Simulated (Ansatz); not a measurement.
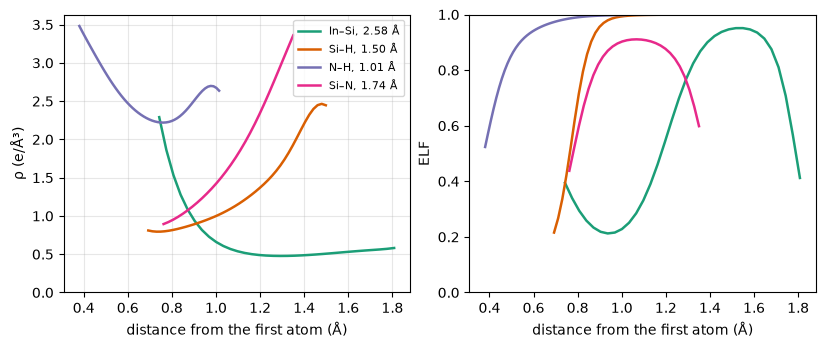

H6InNSi (SMILES N[SiH2][InH2]). Electron density and electron localisation function along straight lines between neighbouring atoms. The curves leave out the atomic cores.

Geometry: PBE0-D3(BJ)/def2-SVP; core potentials replace the inner electrons of In.

Level of theory: Ansatz, isolated molecule in a Gaussian basis; Kohn-Sham density functional theory, functional PBE0.

Input file:

```
basis:
  gaussian: {orbitals: def2-TZVPD}
crystal:
  periodic: [false, false, false]
  atoms:
    - {symbol: In, position_ang: [0.468391, -1.819278, -0.208545]}
    - {symbol: N, position_ang: [1.518887, 0.017467, 2.625190]}
    - {symbol: Si, position_ang: [2.146941, -0.296637, 1.030632]}
    - {symbol: H, position_ang: [1.173291, -0.763324, 3.172354]}
    - {symbol: H, position_ang: [2.003094, 0.677693, 3.225573]}
    - {symbol: H, position_ang: [2.292916, 1.026747, 0.343703]}
    - {symbol: H, position_ang: [3.521317, -0.918911, 0.973102]}
    - {symbol: H, position_ang: [0.379602, -1.911171, -1.942722]}
    - {symbol: H, position_ang: [-0.640945, -2.816986, 0.693331]}
hamiltonian: {xc: pbe0}
output: {forces: true, orbitals: {seedname: orbitals}}
```

Launched as:

```sh
ansatz run input.yaml --threads 2 --pin off --max-ram 4350MiB --events-out events.jsonl --progress --plain --runs-dir runs
```

**Compare the contacts.**

In–Si (2.58 Å): the density is about 0.48 e/Å³ at the midpoint; the ELF peaks at about 0.95 between the atoms, as expected for localised, covalent bonding.
Si–H (1.50 Å): the density is about 0.8 e/Å³ at the midpoint; the ELF climbs to about 1 towards the hydrogen, as it does in any bond to H.
N–H (1.01 Å): ρ is about 2.8 e/Å³ halfway; the ELF climbs to about 1 towards the hydrogen; a covalent bond by its length.
Si–N (1.74 Å): ρ at the midpoint is about 1.1 e/Å³; the ELF peaks at about 0.90 between the atoms (a polar covalent bond).
